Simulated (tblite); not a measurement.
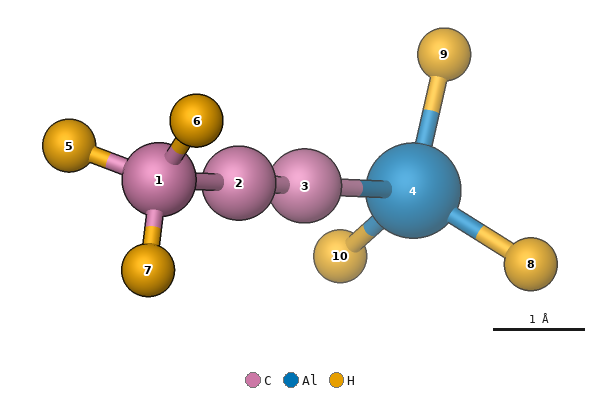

Fig. 1: The input geometry (ball-and-stick view, seen at a tilt; atoms are numbered from 1 in the order of the input). Sticks mark near contacts.

# Frequency calculation, with input and output: C3H6Al (charge −1)

- system: C3H6Al, charge −1, SMILES CC#[C][AlH3-]
- method: GFN1-xTB, R-SCC (tblite 0.8.0)

The geometry was optimised with GFN1-xTB.

What the program printed:
```
E = -11.03816994 Eh, max gradient 2.71e-05 Eh/bohr
mode   frequency/cm^-1   IR/(km/mol)
   1         -30.53          0.000
   2         114.94          0.115
   3         114.95          0.115
   4         309.51          4.530
   5         309.55          4.536
   6         375.89         51.518
   7         541.63        288.867
   8         541.64        288.903
   9         742.28       1161.009
  10         786.94        539.270
  11         787.01        539.302
  12         979.00          2.067
  13        1014.75          4.950
  14        1014.81          4.951
  15        1382.87          0.153
  16        1483.49          3.569
  17        1483.56          3.574
  18        1552.25        772.261
  19        1552.43        772.338
  20        1590.35        211.245
  21        2246.98         25.420
  22        2985.02         65.964
  23        3009.63         37.719
  24        3009.73         37.739
imaginary modes: 1, zero-point energy 0.063627 Eh = 1.7314 eV
```

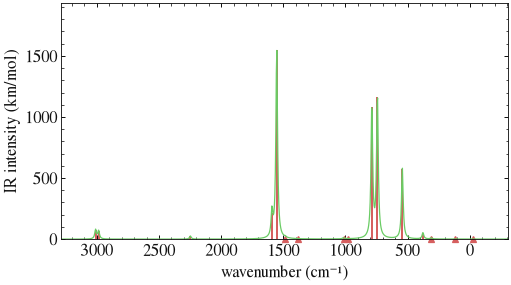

Fig. 2: Harmonic infrared spectrum, unscaled: sticks (degenerate modes added up, dark ones marked on the axis) with a Lorentzian envelope of 16 cm⁻¹ full width, scaled to the tallest stick; imaginary modes are drawn at negative wavenumbers. 24 modes from 31i to 3010 cm⁻¹, 1 imaginary beyond 8i (31i cm⁻¹): not a clean minimum; so soft a mode can be a shallow saddle, an incomplete relaxation or noise of the force constants. The strongest line is at 1552 cm⁻¹ (1545 km/mol).

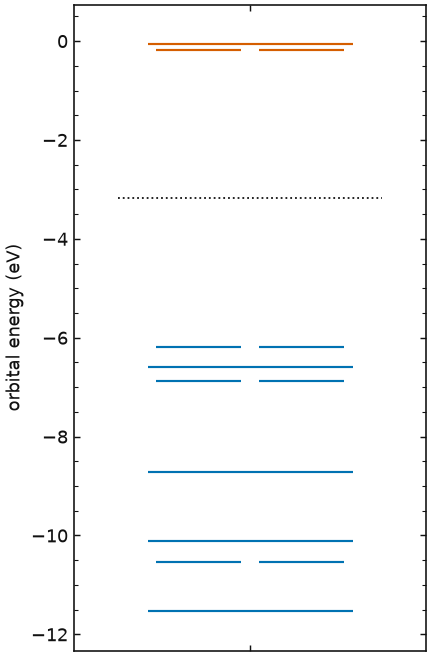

Fig. 3: Orbital energies near the frontier; the dotted line parts filled from empty levels, and levels within 0.02 eV of each other stand side by side. Highest filled −6.19 eV, lowest empty −0.17 eV, 6.02 eV apart.

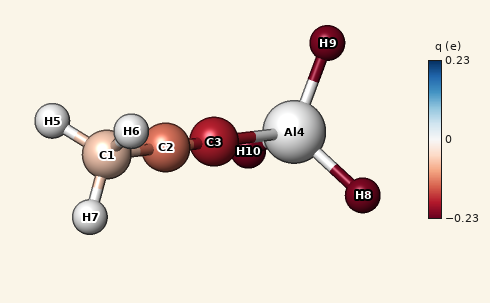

Fig. 4: Mulliken charges, as the colour of each atom (ball-and-stick view, seen at a tilt; atoms are numbered from 1 in the order of the input). By element: C −0.18 to −0.06, Al 0.00 and H −0.22 to 0.00 e.

The run was set up as follows.

The input (run.py):
```python
import json
import numpy as np
from tblite.interface import Calculator
from tblite.interface import symbols_to_numbers
from ase.data import atomic_masses

symbols = list(map(str, np.loadtxt("molecule.xyz", skiprows=2, usecols=0, dtype=str, ndmin=1)))
numbers = np.array(symbols_to_numbers(symbols))
positions = np.loadtxt("molecule.xyz", skiprows=2, usecols=(1, 2, 3), ndmin=2) / 0.529177210903

calculator = Calculator("GFN1-xTB", numbers, positions, charge=-1, uhf=0)
calculator.set("verbosity", 0)
calculator.set("accuracy", 0.01)
res = calculator.singlepoint()
h = 0.005  # bohr
n = positions.size
H, D = np.zeros((n, n)), np.zeros((n, 3))
for a in range(n):
    g, d = [], []
    for sign in (1, -1):
        x = positions.ravel().copy()
        x[a] += sign * h
        calculator.update(x.reshape(-1, 3))
        y = calculator.singlepoint()
        g.append(y.get('gradient').ravel())
        d.append(y.get('dipole'))
    H[a], D[a] = (g[0] - g[1]) / (2 * h), (d[0] - d[1]) / (2 * h)
mass = np.repeat(atomic_masses[numbers], 3)
H = (H + H.T) / 2 / np.sqrt(np.outer(mass, mass))
# project out translations and rotations
com = positions - atomic_masses[numbers] @ positions / atomic_masses[numbers].sum()
T = [np.tile(v, len(numbers)) for v in np.eye(3)] + [np.cross(com, v).ravel() for v in np.eye(3)]
U, sv, _ = np.linalg.svd((np.array(T) * np.sqrt(mass)).T)
Q = U[:, (sv > 1e-3 * sv.max()).sum():]
w, V = np.linalg.eigh(Q.T @ H @ Q)
freq = np.sign(w) * np.sqrt(np.abs(w)) * 5140.487
inten = (((Q @ V).T / np.sqrt(mass)) @ D) ** 2
inten = inten.sum(axis=1) * 974.88
print(f"E = {res.get('energy'):.8f} Eh, max gradient {np.abs(res.get('gradient')).max():.2e} Eh/bohr")
print("mode   frequency/cm^-1   IR/(km/mol)")
for i, (v, s) in enumerate(zip(freq, inten), 1):
    print(f"{i:4d} {v:14.2f} {s:14.3f}")
zpe = freq[freq > 0].sum() / 2 / 219474.63
print(f"imaginary modes: {(freq < -10).sum()}, zero-point energy {zpe:.6f} Eh = {zpe * 27.211386:.4f} eV")
out = {k: np.asarray(res.get(k)).tolist() for k in ("energy", "gradient", "charges", "dipole", "orbital-energies", "orbital-occupations")}
out.update(symbols=symbols, positions=(positions * 0.529177210903).tolist(), frequencies=freq.tolist(), intensities=inten.tolist(), zpe=zpe)
json.dump(out, open("results.json", "w"))
```

File molecule.xyz:
```
10

C     -1.406007     0.485343    -1.781692
C     -0.512847     0.176351    -0.649340
C      0.223889    -0.077960     0.284345
Al     1.444240    -0.498569     1.830117
H     -1.343617     1.544741    -2.050950
H     -2.447725     0.261173    -1.530177
H     -1.136632    -0.104183    -2.664072
H      1.503324    -2.079291     1.959729
H      0.810391     0.174976     3.120003
H      2.864985     0.117419     1.482017
```

Run as:
```bash
python run.py
```

Summary:

```json
{"quantity": "outcome", "value": "converged"}
{"quantity": "total energy", "value": "−11.038170 hartree"}
{"quantity": "basis functions", "value": "33"}
{"quantity": "largest force", "value": "0.002 eV/Å"}
{"quantity": "HOMO", "value": "−6.19 eV"}
{"quantity": "LUMO", "value": "−0.17 eV"}
{"quantity": "zero-point energy", "value": "0.063627 hartree"}
{"quantity": "wavenumbers, lowest and highest", "value": "31i and 3010 cm⁻¹"}
{"quantity": "hardware", "value": "1 thread of Intel Xeon @ 2.50GHz (Skylake/Cascade Lake), 189 GiB of memory available, shared host"}
{"quantity": "wall time", "value": "2.5 s"}
{"quantity": "peak memory", "value": "0.067 GiB"}
```
